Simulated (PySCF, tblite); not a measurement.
# C5H5ClFO2 radical: geometry, infrared bands and EPR parameters

Wanted: the infrared bands and EPR parameters of C5H5ClFO2 radical (`O=C([CH]OCF)/C=C/Cl`), by calculation.

Computed with tblite 0.8.0 and PySCF 2.14.0, with density-fitted response routines of our own, on a single molecule in the gas phase. Atoms count from 0, in the outputs and in this text.

### 1 Starting geometry

14 atoms, charge 0, multiplicity 2; geometry from: force field or distance geometry start.

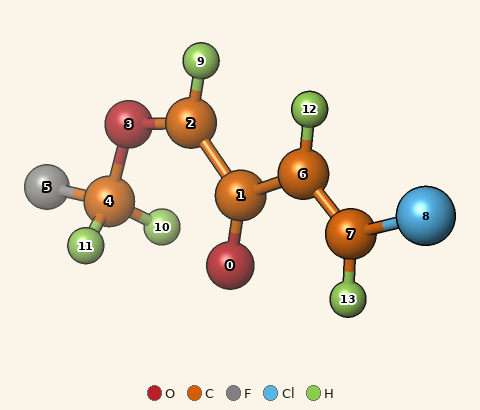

The starting geometry (oxygen red, carbon orange, fluorine grey, chlorine blue, hydrogen green), atoms numbered; sticks join atoms by distance.

### 2 Relaxing the molecule with GFN2-xTB

Job settings and geometry (Å):

```
{"job": {"kind": "relax", "xc": "GFN2-xTB", "basis": "xTB"}, "charge": 0, "multiplicity": 2}
O     -0.089400     0.162800    -1.220200
C     -0.363200    -0.053900    -0.055000
C      0.669900    -0.039500     1.025900
O      2.001600     0.233300     0.883000
C      2.474200     0.507400    -0.413100
F      3.808700     0.731600    -0.302800
C     -1.726200    -0.372700     0.418600
C     -2.713100    -0.415500    -0.464900
Cl    -4.330300    -0.781800    -0.024100
H      0.410000    -0.237300     2.059200
H      2.342700    -0.349500    -1.089300
H      2.022600     1.419600    -0.818700
H     -1.902400    -0.564000     1.484500
H     -2.605900    -0.240800    -1.535200
```

Launch:

```sh
$ OMP_NUM_THREADS=1 python probes_run.py task.json out
```

This one command runs all jobs of the session in turn.

Output:

```text
step      E/eV     max force
  0    -831.89533    2.608
  1    -831.98131    1.211
  2    -832.01170    0.353
  3    -832.02262    0.290
  4    -832.02979    0.261
  5    -832.03585    0.262
  6    -832.04151    0.248
  7    -832.04586    0.178
  8    -832.04782    0.127
  9    -832.04865    0.085
 10    -832.04919    0.074
 11    -832.04962    0.070
 12    -832.04990    0.043
 13    -832.05004    0.024
 14    -832.05013    0.028
 15    -832.05022    0.036
 16    -832.05032    0.046
 17    -832.05041    0.035
 18    -832.05047    0.016
 19    -832.05050    0.012
 20    -832.05052    0.010
```

Run time: 0.13 s. Hardware: 1 thread of Arm Neoverse V2, shared host.

Step by step:

| step | energy from step 0 (eV) | largest force (eV/Å) |
| --- | --- | --- |
| 0 | 0.0000 | 2.6079 |
| 1 | -0.0860 | 1.2106 |
| 2 | -0.1164 | 0.3532 |
| 3 | -0.1273 | 0.2904 |
| 4 | -0.1345 | 0.2611 |
| 5 | -0.1405 | 0.2615 |
| 6 | -0.1462 | 0.2482 |
| 7 | -0.1505 | 0.1783 |
| 8 | -0.1525 | 0.1266 |
| 9 | -0.1533 | 0.0849 |
| 10 | -0.1539 | 0.0744 |
| 11 | -0.1543 | 0.0704 |
| 12 | -0.1546 | 0.0433 |
| 13 | -0.1547 | 0.0239 |
| 14 | -0.1548 | 0.0276 |
| 15 | -0.1549 | 0.0364 |
| 16 | -0.1550 | 0.0456 |
| 17 | -0.1551 | 0.0355 |
| 18 | -0.1551 | 0.0158 |
| 19 | -0.1552 | 0.0124 |
| 20 | -0.1552 | 0.0095 |

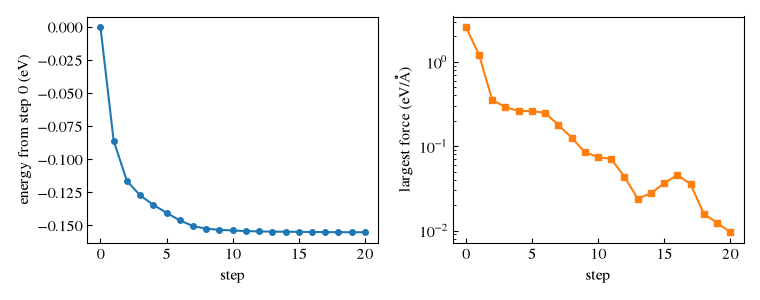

Energy and largest force along the relaxation.

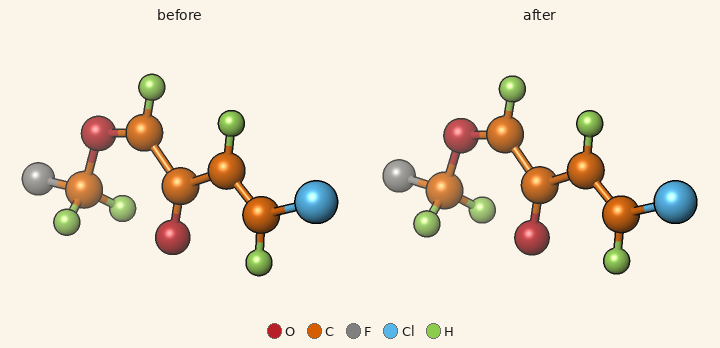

Before and after, at one scale.

Close pairs (by a distance rule), those that changed most:

```csv
bond,before (Å),after (Å),change (Å)
C1–C2,1.495,1.422,-0.073
C2–O3,1.367,1.328,-0.038
O0–C1,1.216,1.243,+0.027
C6–H12,1.097,1.078,-0.019
C7–Cl8,1.716,1.701,-0.015
C7–H13,1.090,1.081,-0.009
C6–C7,1.325,1.333,+0.008
O3–C4,1.407,1.399,-0.007
```

The final coordinates are the input of the step that follows.

### 3 Vibrational analysis with GFN2-xTB

Job settings and geometry (Å):

```
{"job": {"kind": "ir", "xc": "GFN2-xTB", "basis": "xTB"}, "charge": 0, "multiplicity": 2}
O     -0.076201     0.169081    -1.223614
C     -0.343304    -0.057719    -0.030821
C      0.637804    -0.035788     0.998396
O      1.932136     0.220396     0.844414
C      2.455664     0.505568    -0.421697
F      3.778337     0.715156    -0.228241
C     -1.706035    -0.371913     0.429478
C     -2.709449    -0.421994    -0.446705
Cl    -4.317334    -0.776621    -0.019395
H      0.389625    -0.235292     2.029727
H      2.339129    -0.338520    -1.115035
H      2.021503     1.418953    -0.850853
H     -1.859025    -0.556778     1.480810
H     -2.543529    -0.235002    -1.498499
```

Output:

```text
mode    cm-1     km/mol
  1      35.6      0.07
  2      88.4      0.59
  3      97.9      2.93
  4     121.1     11.79
  5     173.2     13.27
  6     191.7      4.05
  7     270.1      3.49
  8     279.1      3.46
  9     309.1      5.42
 10     374.2      1.02
 11     530.0      7.86
 12     585.9      0.10
 13     660.3     18.29
 14     751.2     39.06
 15     752.1      2.86
 16     833.3     23.25
 17     958.7     17.97
 18     967.4     31.95
 19    1008.6     49.89
 20    1022.3     20.04
 21    1080.7    229.46
 22    1098.3    100.60
 23    1184.9      0.33
 24    1186.8      1.87
 25    1228.5    149.94
 26    1270.2     37.79
 27    1301.0      3.08
 28    1409.2     20.05
 29    1422.1    130.62
 30    1555.2    296.54
 31    1600.6    170.27
 32    2904.7      3.85
 33    2919.2     15.14
 34    3065.0      6.27
 35    3088.3      5.46
 36    3101.2     16.66
```

It took 0.42 s on 1 thread of Arm Neoverse V2, shared host.

The strongest bands and the atoms that carry them (share of the mass-weighted mode):

| cm⁻¹ | km/mol | atoms |
| --- | --- | --- |
| 751 | 39.1 | C2 22 %, C6 21 %, O3 13 %, C7 11 % |
| 1009 | 49.9 | C4 29 %, O3 18 %, O0 11 %, C6 11 % |
| 1081 | 229.5 | C4 50 %, F5 34 % |
| 1098 | 100.6 | C1 34 %, H12 31 %, H9 12 %, H13 10 % |
| 1228 | 149.9 | H9 42 %, O3 29 % |
| 1422 | 130.6 | C2 45 %, C1 19 % |
| 1555 | 296.5 | C1 53 %, O0 25 %, C2 10 % |
| 1601 | 170.3 | C6 47 %, C7 41 % |

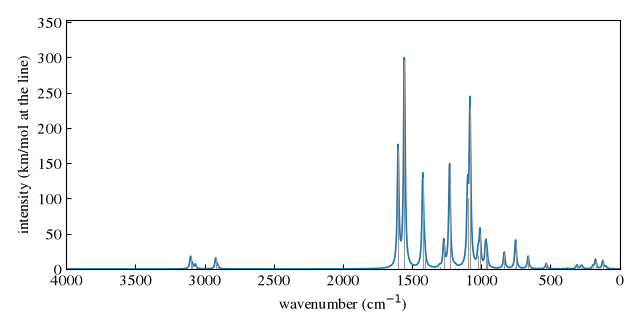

The infrared spectrum from these modes, unscaled. Lines are broadened to a width of 14 cm⁻¹ (Lorentzian).

### 4 g tensor and hyperfine couplings: B3LYP/pcH-1

The job, as its differences from that of step 3:

```diff
@@ -1,2 +1,2 @@
-{"job": {"kind": "ir", "xc": "GFN2-xTB", "basis": "xTB"}, "charge": 0, "multiplicity": 2}
+{"job": {"kind": "epr", "basis": "pcH-1"}, "charge": 0, "multiplicity": 2}
 O     -0.076201     0.169081    -1.223614
```

With the program's defaults for keys left out, this is: UKS B3LYP, pcH-1 on C Cl F H O, non-relativistic, mean-field spin-orbit, GIAO.

Output:

```text
UKS, coarse grid
  cycle   1  E = -903.75548596  |g| = 7.83e-01
  cycle   2  E = -902.08930780  |g| = 1.95e+00
  cycle   3  E = -903.87556981  |g| = 4.86e-01
  cycle   4  E = -903.97331457  |g| = 1.33e-01
  cycle   5  E = -903.97852658  |g| = 6.54e-02
  cycle   6  E = -903.98013713  |g| = 2.61e-02
  cycle   7  E = -903.98043620  |g| = 1.17e-02
  cycle   8  E = -903.98052688  |g| = 5.41e-03
  cycle   9  E = -903.98055465  |g| = 2.57e-03
  cycle  10  E = -903.98056079  |g| = 1.27e-03
  cycle  11  E = -903.98056232  |g| = 8.36e-04
UKS, final grid
  cycle   1  E = -903.98052744  |g| = 1.46e-03
  cycle   2  E = -903.98052439  |g| = 3.03e-03
  cycle   3  E = -903.98052871  |g| = 2.67e-04
  cycle   4  E = -903.98052877  |g| = 1.90e-04
  cycle   5  E = -903.98052885  |g| = 1.25e-04
  cycle   6  E = -903.98052887  |g| = 2.69e-05
  cycle   7  E = -903.98052887  |g| = 8.69e-06
E = -903.98052887 Eh   <S^2> = 0.7589 (exact 0.7500)
g shifts (ppm)      1          2          3
  rmc          -238       -238       -238
  gc            -12         49         44
  oz_so         -82       3474       6046
  total        -333       3284       5852
hyperfine (MHz)  atom isotope    a_iso     a_fc   dipolar eigenvalues
    0   17O     -21.06     -20.68    -90.11     44.87     45.23
    1   13C     -26.54     -26.58     -2.35     -0.78      3.13
    2   13C      42.18      42.23    -47.38    -46.60     93.98
    3   17O     -23.15     -23.17    -69.05     33.80     35.25
    4   13C      -7.62      -7.63     -1.04     -0.67      1.72
    5   19F      -6.84      -6.84     -2.77     -0.11      2.88
    6   13C      -9.07      -9.08     -5.52      1.77      3.75
    7   13C       6.36       6.30     -6.64     -5.56     12.19
    8  35Cl       0.59       0.58     -3.34     -2.49      5.83
    9    1H     -40.00     -40.01    -22.29     -2.17     24.46
   10    1H      23.45      23.45     -3.66     -1.02      4.68
   11    1H      23.44      23.44     -3.66     -1.02      4.68
   12    1H       1.69       1.69     -2.87     -2.70      5.57
   13    1H      -5.28      -5.29     -1.65      0.27      1.38
```

Wall time 2.1 min (1 thread of Arm Neoverse V2, shared host); peak memory 0.97 GiB.

Principal g values 2.00199, 2.00560, 2.00817; g(iso) = 2.00525, against 2.00232 for a free electron.

Hyperfine couplings; where a row names several nuclei, a(iso) is their mean (it holds for fast rotation or exchange) and the dipolar term the largest among them:

```csv
nuclei,isotope,a(iso) (MHz),"a(iso) (G, at g = 2.0023)",largest dipolar term (MHz)
C2,13C,42.2,15.1,94.0
H9,1H,-40.0,-14.3,24.5
C1,13C,-26.5,-9.5,3.1
"H10, H11",1H,23.4,8.4,4.7
O3,17O,-23.2,-8.3,-69.1
O0,17O,-21.1,-7.5,-90.1
C6,13C,-9.1,-3.2,-5.5
C4,13C,-7.6,-2.7,1.7
F5,19F,-6.8,-2.4,2.9
C7,13C,6.4,2.3,12.2
H13,1H,-5.3,-1.9,-1.6
H12,1H,1.7,0.6,5.6
Cl8,35Cl,0.6,0.2,5.8
```

Mulliken spin populations:

O0 0.29; C1 -0.02; C2 0.56; O3 0.15; C4 -0.01; F5 0.00; C6 -0.04; C7 0.08; Cl8 0.01; H9 -0.03; H10 0.01; H11 0.01; H12 0.00; H13 0.00

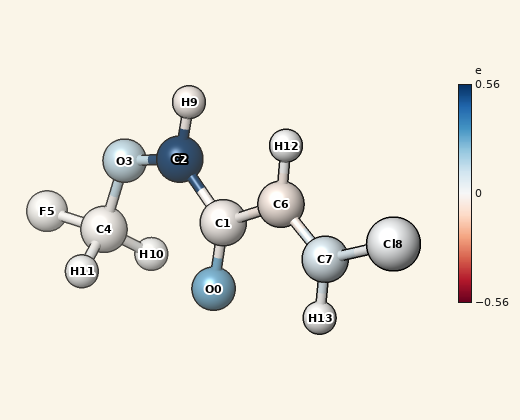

Mulliken spin populations, as colours on the atoms.

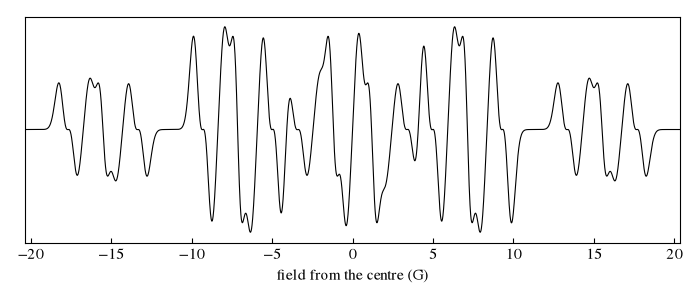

First-order isotropic spectrum (first derivative, main isotopes with spin only, couplings over 0.8 MHz, Gaussian width 0.3 G; couplings of the frozen geometry, rotation of groups not averaged beyond the rows shown).

Orbitals, density, ELF and potential are computed afterwards from the orbital file.

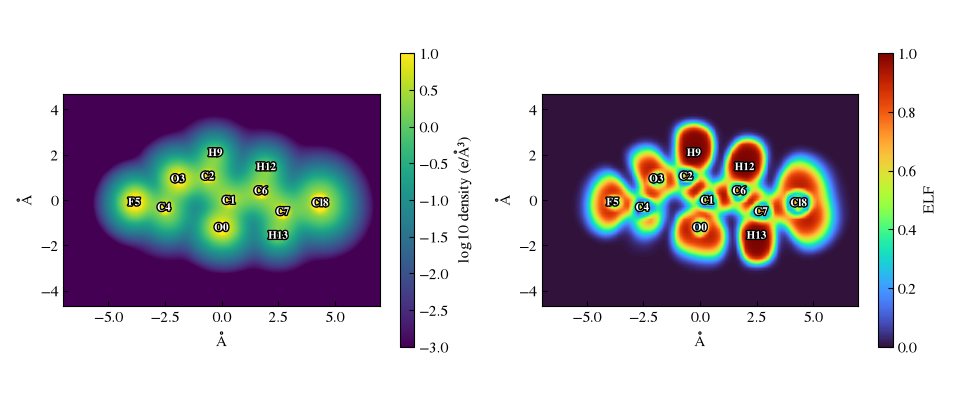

Density (left) and ELF (right) in a plane through or near 12 of the atoms.

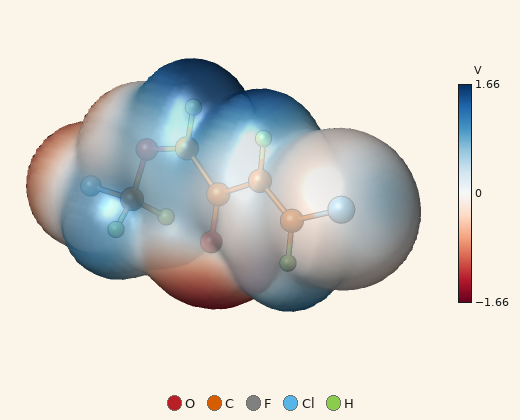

Electrostatic potential on the surface of density 0.002 e/bohr³; red is low, blue high. It runs from -1.30 V near O0 to 1.66 V near H9.

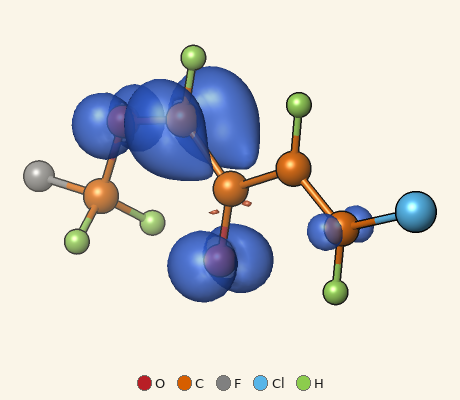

Spin density at ±0.04 e/Å³ (alpha excess blue, beta excess red).

### 5 What came out

```
                                                                  quantity                  value
                                 strongest single infrared mode (GFN2-xTB)  1555 cm⁻¹, 297 km/mol
                                              zero-point energy (GFN2-xTB)          56.4 kcal/mol
                                                            g(iso) (B3LYP)                2.00525
                                                                      ⟨S²⟩     0.759 (exact 0.75)
                                        largest a(iso) (averaged by class)    13C on C2, 42.2 MHz
potential on the surface of density 0.002 e/bohr³, 1st and 99th percentile     -1.30 V and 1.66 V
```

Over 20 steps the energy fell by 0.155 eV; of the close pairs, C1–C2 changed most, 1.495 to 1.422 Å. All 36 modes are real, so the xTB geometry is a minimum. The strongest single mode, at 1555 cm⁻¹, moves mainly C1. Unscaled tight-binding wavenumbers are off by several per cent, some by more. Its intensities can rank the bands wrongly. The largest share of the spin, 0.56 e, sits on C2. The isotropic g lies 2.9 ppt above the free-electron value.
